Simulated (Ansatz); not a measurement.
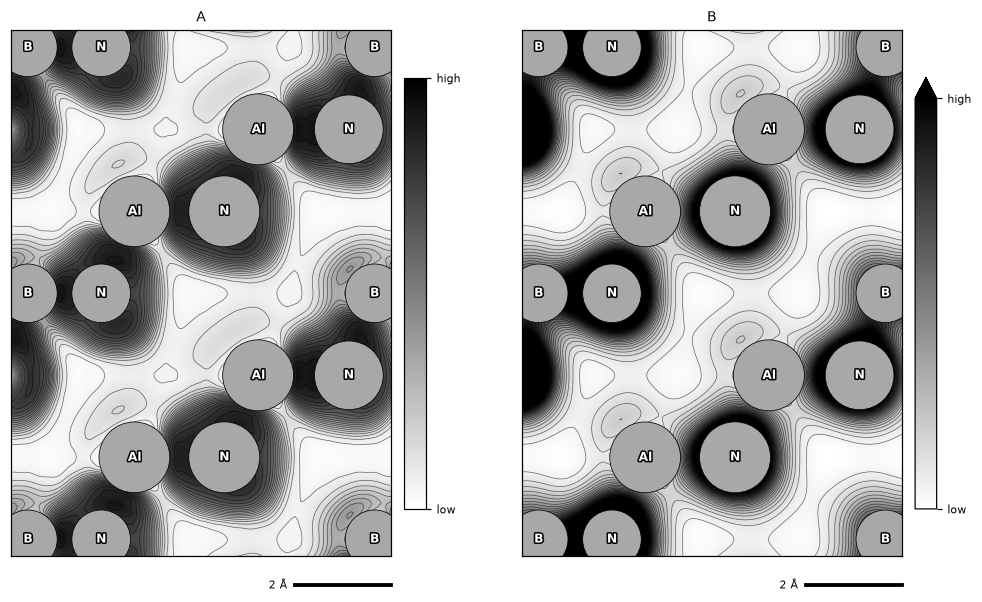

Al$_{2}$BN$_{3}$: 2 fields on the (110) plane of the conventional cell, with unlabelled colour scales. Grey discs cover the atomic cores.

Space group P3m1; started from the ordered alloy on zincblende lattice prototype, which need not be the ambient phase.

Theory: DFT, PBE0, plane waves, PAW (Ansatz).

Question: Which field does each panel show? The fields are: electron localisation function and valence pseudo-density.

Answer: Panel A: electron localisation function. Panel B: valence pseudo-density. From the grid: B–N (1.52 Å): ρ is about 1.5 e/Å³ halfway; the ELF peaks at about 0.95 between the atoms, as expected for a polar covalent bond. Al–N (1.83 Å): ρ is about 0.77 e/Å³ halfway; the ELF peaks at about 0.90 between the atoms; a polar covalent bond.
